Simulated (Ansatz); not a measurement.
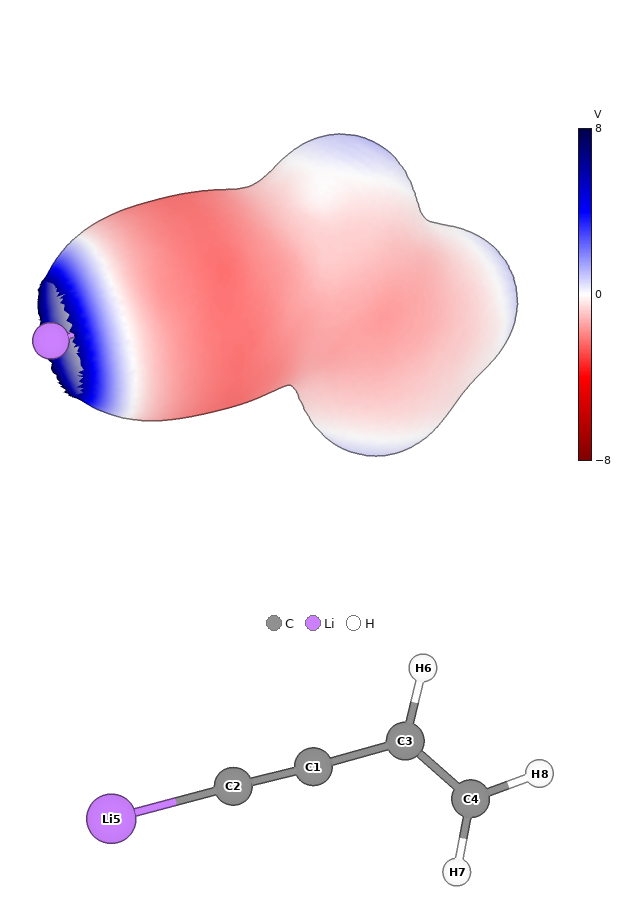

The picture shows: C$_{4}$H$_{3}$Li (SMILES [Li][C]#CC=C). The molecular electrostatic potential painted on the density surface at 0.004 e/bohr³, seen at a tilt; the colour scale runs from red (negative) to blue (positive). The bare structure is drawn below in the same view.

Geometry: B3LYP-D3(BJ)/6-311G**.

Method: isolated molecule in a Gaussian basis; Kohn-Sham density functional theory, functional PBE0 (Ansatz).

The calculation's input:

```
crystal:
  periodic: [false, false, false]
  atoms:
    - symbol: C
      position_ang: [-2.426586, 1.730035, -0.845370]
    - symbol: C
      position_ang: [-3.230612, 2.305393, -1.575804]
    - symbol: C
      position_ang: [-1.464145, 1.084161, -0.026851]
    - symbol: C
      position_ang: [-1.735775, 0.288197, 1.016828]
    - symbol: Li
      position_ang: [-4.487116, 3.169673, -2.671822]
    - symbol: H
      position_ang: [-0.420467, 1.262415, -0.284092]
    - symbol: H
      position_ang: [-2.756405, 0.078318, 1.314700]
    - symbol: H
      position_ang: [-0.939869, -0.168598, 1.593077]
basis:
  gaussian:
    orbitals: def2-TZVPD
hamiltonian:
  xc: pbe0
output:
  forces: true
  orbitals: {seedname: orbitals}
```

Run with:

```sh
ansatz run input.yaml --threads 2 --pin off --max-ram 4350MiB --events-out events.jsonl --progress --plain --runs-dir runs
```

Q: Describe the electrostatic potential map.

A: The most negative region (about −2.2 V) lies over C1 and C2, the most positive (about +6.3 V) over Li5.
